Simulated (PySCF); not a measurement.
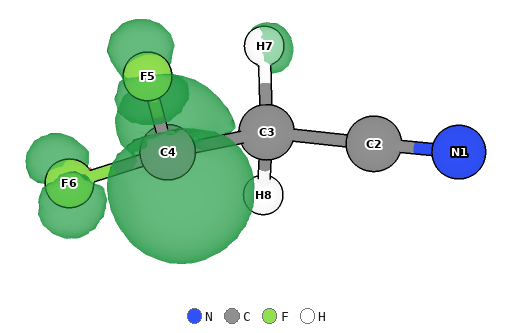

C3H2F2N (doublet). Isosurfaces of the spin density (α minus β) at +0.05 (green) and −0.05 e/Å³ (red), seen from one side.

Geometry: GFN2-xTB.

Computed with UKS B3LYP, pcH-1 on C F H N, non-relativistic, mean-field spin-orbit, GIAO (PySCF).

| atom | x (Å) | y (Å) | z (Å) |
| --- | --- | --- | --- |
| N | 2.5148 | 0.0499 | 0.4841 |
| C | 1.4257 | -0.1876 | 0.2429 |
| C | 0.0478 | -0.5024 | -0.0760 |
| C | -0.8474 | 0.6646 | 0.1630 |
| F | -0.7163 | 1.7331 | -0.6274 |
| F | -2.1447 | 0.4052 | 0.3635 |
| H | 0.0168 | -0.8238 | -1.1304 |
| H | -0.2877 | -1.3296 | 0.5557 |

Where is the unpaired spin?

Answer. The unpaired spin (1 electron) lies mostly on C4 (about 0.7), F6 (about 0.1) and F5 (about 0.1), in electrons by Hirshfeld's partition.
